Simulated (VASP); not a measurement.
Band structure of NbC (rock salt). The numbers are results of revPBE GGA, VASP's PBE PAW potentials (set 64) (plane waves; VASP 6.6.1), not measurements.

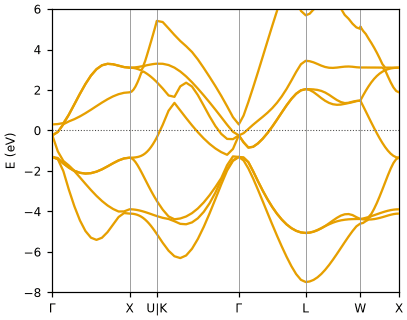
Figure. Bands along high-symmetry lines, zero at the valence-band maximum or, without a gap, the Fermi level

Read the plot: is there a gap, and where are the band edges?

It has no gap at this level: it comes out as a metal or semimetal. (Edges off the drawn lines would not show.)

The compound is NbC in the rock salt structure. It was relaxed first. The electron count is odd and the run is not spin-polarised, which forces a metal.
